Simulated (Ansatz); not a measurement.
**quartet SnH2F at 6 levels**

Wanted: a comparison of 6 runs (U-r2SCAN/STO-3G, UB3LYP/STO-3G, UBLYP/STO-3G, UCAM-B3LYP/STO-3G, UHSE06/STO-3G, UCCSD/STO-3G) of quartet SnH2F. 

The results are computed with Ansatz 0.2.0.

59 further runs of the same task are left out: 7 that didn't finish, 52 set aside as unsound or not needed.

## (1) The system as given

SnH2F: 4 atoms, total charge 0, spin state quartet. SMILES of the parent species: `[F][SnH2]`. The shape is that of a PBE0-D4/def2-TZVP optimisation. That shape belongs to the parent species and isn't relaxed for this state.

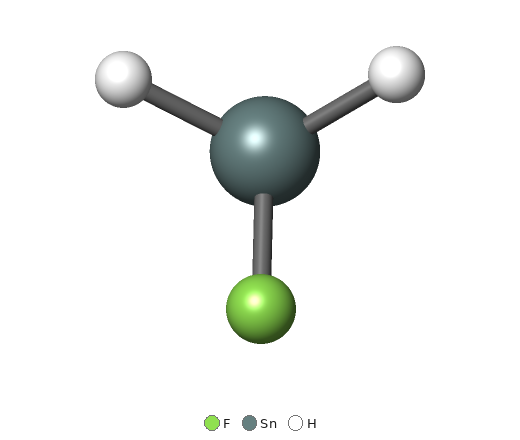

Viewed from a chosen angle; fluorine green, tin teal, hydrogen white.

## (2) A single-point energy at U-r2SCAN/STO-3G (run 1)

The input, in.yaml:

```yaml
crystal:
  periodic: [false, false, false]
  atoms:
    - {symbol: F, position_ang: [-1.552600, -0.190000, 0.640700]}
    - {symbol: Sn, position_ang: [0.028300, -0.242200, -0.468300]}
    - {symbol: H, position_ang: [1.184100, -1.054400, 0.524100]}
    - {symbol: H, position_ang: [0.395700, 1.426200, -0.716700]}
basis:
  gaussian:
    orbitals: STO-3G
accuracy: high
hamiltonian:
  xc: {name: r2SCAN}
magnetization:
  spin_polarized: true
  initial_magnetization: 3
```

Launch:

```console
$ ansatz run in.yaml --threads 1 --pin off --max-ram 2610MiB --events-out events.jsonl --progress --plain --runs-dir runs
```

Standard output:

```text
Warning: RAYON_NUM_THREADS=1 ignored (pool sized by the plan → 1); use --threads N
Functional definition: r2SCAN
  name "r2SCAN"
  parameter k0 = 0.174
  parameter k1 = 0.065
  parameter a1 = 4.9479
  exchange = r2scan_x(k0 = k0, k1 = k1, a1 = a1)
  correlation = r2scan_c
612 factors; integrals over basis functions are off by at most 4.8e-9 eV
mean field evaluation 1: about -165029.1360 eV, gradient 1.0e1 eV
mean field evaluation 2: about -165022.0130 eV, gradient 1.8e1 eV
mean field evaluation 4: about -165029.7119 eV, gradient 6.7e0 eV
mean field evaluation 8: about -165030.3497 eV, gradient 1.8e-1 eV
mean field evaluation 16: about -165030.3502 eV, gradient 1.2e-4 eV
mean field evaluation 32: about -165030.2823 eV, gradient 9.6e-1 eV
mean field -165030.35017895 eV, -6064.7535074876 hartree, gradient 8.3e-8 eV, S^2 3.750405; 6 other end points of the search recorded, 0 dependent functions left out
reference -165030.35017971 eV, -6064.7535075152 hartree; 32, 29 occupied and 2, 5 virtual orbitals, 612 factors
Total energy: -165030.35017971 eV, -6064.7535075152 hartree
```

Wall time 10 s (1 thread of Arm Neoverse V2, shared host); peak memory 0.23 GiB.

## (3) A single-point energy at UB3LYP/STO-3G (run 2)

The input, input.yaml:

```yaml
crystal:
  periodic: [false, false, false]
  atoms:
    - {symbol: F, position_ang: [-1.552600, -0.190000, 0.640700]}
    - {symbol: Sn, position_ang: [0.028300, -0.242200, -0.468300]}
    - {symbol: H, position_ang: [1.184100, -1.054400, 0.524100]}
    - {symbol: H, position_ang: [0.395700, 1.426200, -0.716700]}
basis:
  gaussian:
    orbitals: STO-3G
hamiltonian:
  xc: {name: B3LYP}
accuracy: high
magnetization:
  spin_polarized: true
  initial_magnetization: 3
```

Launch:

```console
$ ansatz run input.yaml --threads 1 --pin off --max-ram 2610MiB --events-out events.jsonl --progress --plain --runs-dir runs
```

Standard output:

```text
Warning: RAYON_NUM_THREADS=1 ignored (pool sized by the plan → 1); use --threads N
Functional definition: B3LYP
  name "B3LYP"
  parameter a0 = 0.2
  parameter ax = 0.72
  parameter ac = 0.81
  exchange = (1 - a0 - ax)*slater_x + ax*b88_x + a0*exact_x
  correlation = (1 - ac)*vwn_rpa_c + ac*lyp_c
612 factors; integrals over basis functions are off by at most 4.8e-9 eV
mean field evaluation 1: about -165024.8571 eV, gradient 8.0e0 eV
mean field evaluation 2: about -165020.9780 eV, gradient 1.7e1 eV
mean field evaluation 4: about -165025.6133 eV, gradient 1.2e0 eV
mean field evaluation 8: about -165025.6463 eV, gradient 8.4e-3 eV
mean field evaluation 16: about -165025.6463 eV, gradient 1.5e-5 eV
mean field evaluation 32: about -165024.9811 eV, gradient 2.1e0 eV
mean field -165025.64634700 eV, -6064.5806448516 hartree, gradient 1.0e-8 eV, S^2 3.750420; 4 other end points of the search recorded, 0 dependent functions left out
reference -165025.64637110 eV, -6064.5806457374 hartree; 32, 29 occupied and 2, 5 virtual orbitals, 612 factors
Total energy: -165025.64637110 eV, -6064.5806457374 hartree
```

Wall time 3.6 s (1 thread of Arm Neoverse V2, shared host); peak memory 0.16 GiB.

## (4) A single-point energy at UBLYP/STO-3G (run 3)

The input, molecule.yaml:

```yaml
crystal:
  periodic: [false, false, false]
  atoms:
    - {symbol: F, position_ang: [-1.552600, -0.190000, 0.640700]}
    - {symbol: Sn, position_ang: [0.028300, -0.242200, -0.468300]}
    - {symbol: H, position_ang: [1.184100, -1.054400, 0.524100]}
    - {symbol: H, position_ang: [0.395700, 1.426200, -0.716700]}
basis:
  gaussian:
    orbitals: STO-3G
magnetization:
  spin_polarized: true
  initial_magnetization: 3
hamiltonian:
  xc: {name: BLYP}
accuracy: high
```

Launch:

```console
$ ansatz run molecule.yaml --threads 1 --pin off --max-ram 2610MiB --events-out events.jsonl --progress --plain --runs-dir runs
```

Standard output:

```text
Warning: RAYON_NUM_THREADS=1 ignored (pool sized by the plan → 1); use --threads N
Functional definition: BLYP
  name "BLYP"
  parameter beta = 0.0042
  parameter a = 0.04918
  parameter b = 0.132
  parameter c = 0.2533
  parameter d = 0.349
  exchange = b88_x(beta = beta)
  correlation = lyp_c(a = a, b = b, c = c, d = d)
612 factors; integrals over basis functions are off by at most 4.8e-9 eV
mean field evaluation 1: about -165019.6305 eV, gradient 1.2e1 eV
mean field evaluation 2: about -165011.3620 eV, gradient 1.9e1 eV
mean field evaluation 4: about -165019.1244 eV, gradient 1.3e1 eV
mean field evaluation 8: about -165021.2215 eV, gradient 6.3e-2 eV
mean field evaluation 16: about -165019.7174 eV, gradient 3.4e0 eV
mean field evaluation 32: about -165020.9989 eV, gradient 2.6e0 eV
mean field -165021.22162973 eV, -6064.4180394912 hartree, gradient 4.1e-8 eV, S^2 3.750304; 5 other end points of the search recorded, 0 dependent functions left out
reference -165021.22166261 eV, -6064.4180406993 hartree; 32, 29 occupied and 2, 5 virtual orbitals, 612 factors
Total energy: -165021.22166261 eV, -6064.4180406993 hartree
```

It took 3.6 s on 1 thread of Arm Neoverse V2, shared host; peak memory 0.13 GiB.

Runs 4 to 5 aren't shown in full; the table further down has their settings and results.

## (5) The energy at UCCSD/STO-3G (run 6)

The input, input.yaml:

```yaml
crystal:
  periodic: [false, false, false]
  atoms:
    - symbol: F
      position_ang: [-1.552600, -0.190000, 0.640700]
    - symbol: Sn
      position_ang: [0.028300, -0.242200, -0.468300]
    - symbol: H
      position_ang: [1.184100, -1.054400, 0.524100]
    - symbol: H
      position_ang: [0.395700, 1.426200, -0.716700]
basis:
  gaussian: {orbitals: STO-3G}
magnetization: {spin_polarized: true, initial_magnetization: 3}
correlation: {method: ccsd, frozen_orbitals: {F: 1, H: 0, Sn: 18}}
accuracy: high
scf: {omitted_lower_state_checks: [cluster_reference, increment]}
```

Launch:

```console
$ ansatz run input.yaml --threads 1 --pin off --max-ram 2610MiB --events-out events.jsonl --progress --plain --runs-dir runs
```

Standard output:

```text
Warning: RAYON_NUM_THREADS=1 ignored (pool sized by the plan → 1); use --threads N
[... 13 lines left out ...]
19 core orbitals not correlated: weight in the atoms' cores, before any rotation towards them, 1.000 or more for the frozen orbitals, at most 0.000 for the correlated occupied ones
[... 42 lines left out ...]
Total energy: -164962.57543762 eV, -6062.2628316828 hartree
Checks for a lower state left out: cluster_reference, increment
```

It took 1.7 s on 1 thread of Arm Neoverse V2, shared host; peak memory 0.11 GiB.

## (6) The series

| run | level | frozen core orbitals | energy (Eh) | ⟨S²⟩ | wall time |
| --- | --- | --- | --- | --- | --- |
| 1 | U-r2SCAN/STO-3G | – | -6064.753508 | 3.750 | 10 s |
| 2 | UB3LYP/STO-3G | – | -6064.580646 | 3.750 | 3.6 s |
| 3 | UBLYP/STO-3G | – | -6064.418041 | 3.750 | 3.6 s |
| 4 | UCAM-B3LYP/STO-3G | – | -6064.735085 | 3.750 | 4.2 s |
| 5 | UHSE06/STO-3G | – | -6064.249853 | 3.750 | 4.5 s |
| 6 | UCCSD/STO-3G | 19 | -6062.262832 | 3.761 | 1.7 s |

## (7) Results

| quantity | value |
| --- | --- |
| run 6: total energy | -6062.26283 Eh |
| run 6: correlation energy (19 core orbitals frozen) | -39.5 mEh |
| run 6: ⟨S²⟩ of the reference determinant | 3.761 |
| run 6: T1 diagnostic | 0.007 |

In words: Totals of different functionals can't be ranked against each other. In runs 1, 2, 3, 4, 5, 6 the basis is minimal, so the values are rough. In runs 1, 2, 3, 4, 5, 6 relativity is left out where basis or elements ask for it. All runs together took 28 s, the longest 10 s.
